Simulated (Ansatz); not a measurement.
## Electronic structure of AlH$_{3}$O$_{4}$···H$_{2}$ in real space

```yaml
atoms:
  - { symbol: Al, position_ang: [0.1148, -0.2924, 0.0500] }
  - { symbol: H, position_ang: [-1.7185, 1.6005, 0.5119] }
  - { symbol: O, position_ang: [1.2899, 0.2671, 1.1677] }
  - { symbol: O, position_ang: [-1.1476, -1.3228, 0.5805] }
  - { symbol: H, position_ang: [-1.1412, 2.0846, 0.4821] }
  - { symbol: O, position_ang: [0.1575, 0.4660, -1.5667] }
  - { symbol: O, position_ang: [1.0595, -0.7792, -1.6177] }
  - { symbol: H, position_ang: [1.2538, -0.0119, 2.0961] }
  - { symbol: H, position_ang: [-1.8186, -1.6466, -0.0410] }
  - { symbol: H, position_ang: [1.9502, -0.3653, -1.6626] }
```

Level of theory: RKS PBE-D4/def2-mTZVP in Ansatz.

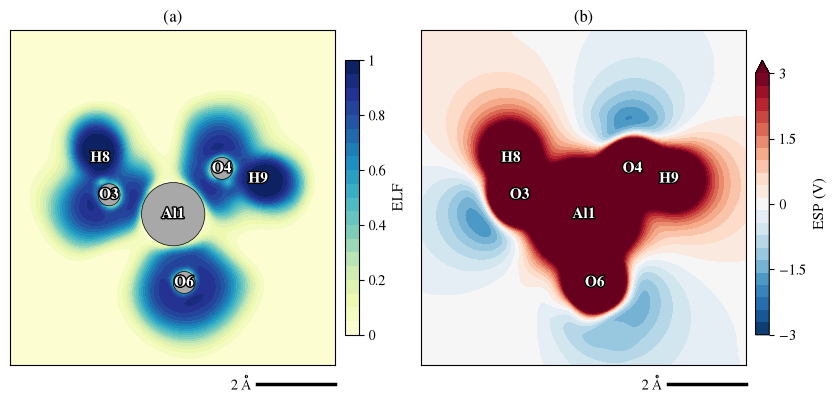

Figure 1. (a) electron localisation function; (b) molecular electrostatic potential on the plane of atoms Al1, O3 and H8. Grey discs cover the atomic cores in the ELF map.

> Read the bonding off the picture.

- The plane passes through Al, O and H nuclei.
- Al–O (1.71 Å): the ELF peaks at about 0.85 in the valence shell of O, 0.6 Å from its nucleus, and is about 0.45 at the midpoint.
- Al–O (1.79 Å): the ELF peaks at about 0.90 in the valence shell of O, 0.6 Å from its nucleus, and is about 0.55 at the midpoint.
- O–H (0.97 Å): the ELF climbs to about 1 towards the hydrogen, as it does in any bond to H; a covalent bond by its length.
- The ELF also peaks beside O6, O3 and O4, away from the bonds: lone-pair regions.
- Outside the dense part of the complex the potential is most negative (−1.9 V) near O4.

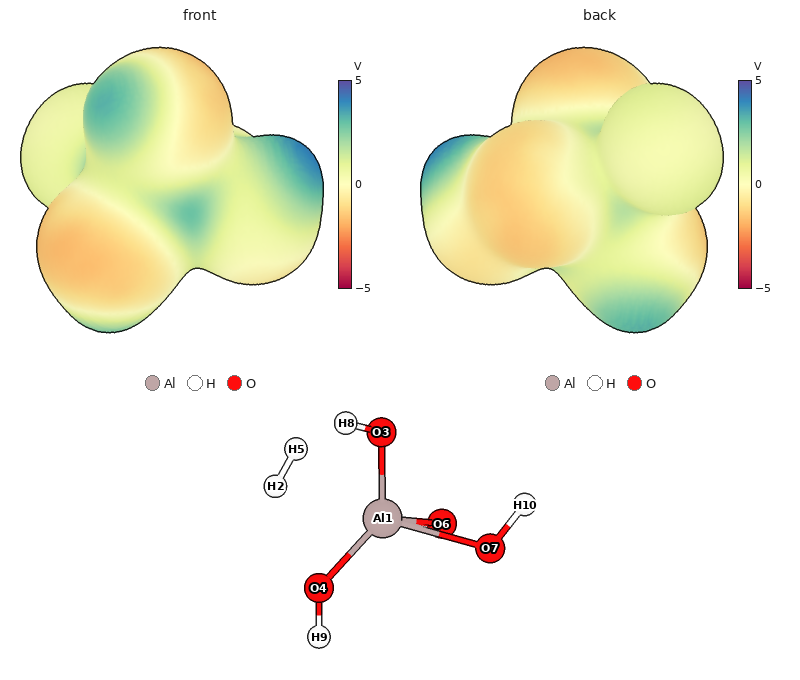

Figure 2. The molecular electrostatic potential painted on the density surface at 0.004 e/bohr³, seen from the front and from behind; the colour scale runs from red (negative) to blue (positive). The bare structure is drawn below in the same view.

> Describe the electrostatic potential map.

The most negative region (about −1.7 V) lies over O3 and O4, the most positive (about +4.0 V) over H10.

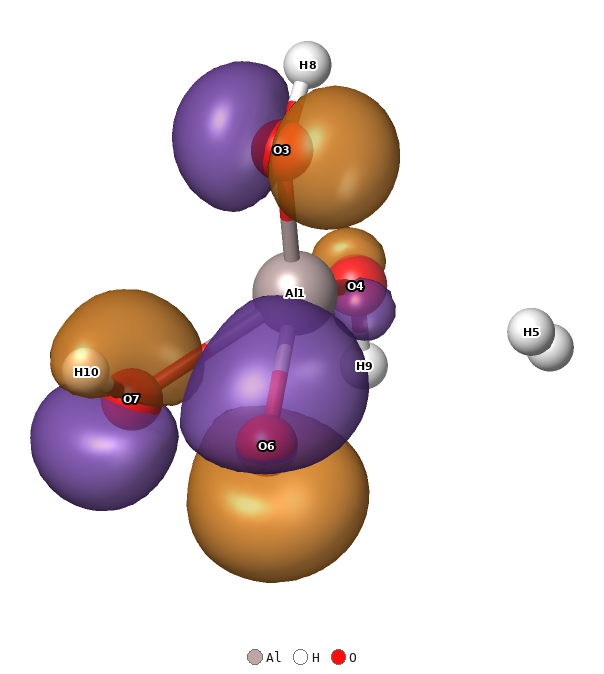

Figure 3. One frontier orbital at ±0.1 Å⁻³ᐟ² (orange and purple are the two phases), seen at an oblique angle.

> Which orbital is it: HOMO or LUMO?

The HOMO, at −6.71 eV. It lies mainly on O6 (about 55 %), O7 (about 20 %) and O3 (about 15 %).

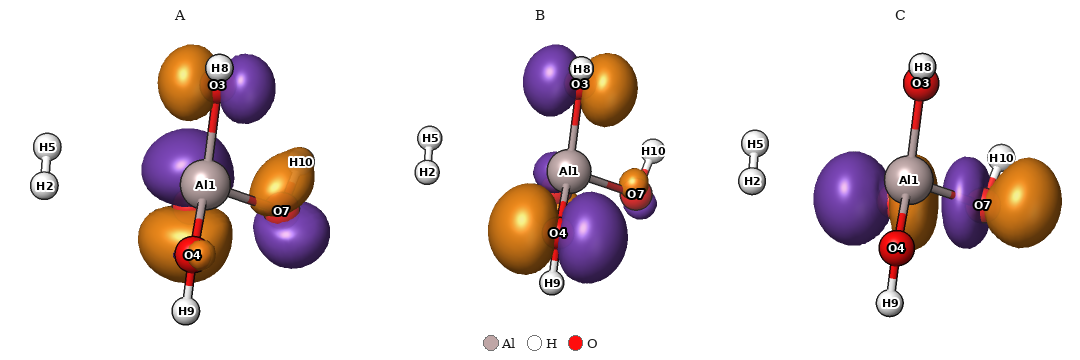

Figure 4. Three frontier orbitals at ±0.15 Å⁻³ᐟ² (orange and purple are the two phases), in no order.

> Which picture is the HOMO−1, the HOMO and the LUMO?

B is the HOMO−1 (−7.16 eV). It lies mainly on O4 (about 55 %), O3 (about 20 %) and O6 (about 5 %); largely a combination of lone pairs on O4, O3 and O6. A is the HOMO (−6.71 eV). Its weight (Hirshfeld) is mainly on O6 (about 55 %), O7 (about 20 %) and O3 (about 15 %). C is the LUMO (−2.79 eV). It lies mainly on O6 (about 50 %) and O7 (about 35 %).

> What is the HOMO–LUMO gap?

3.92 eV between the orbital energies.
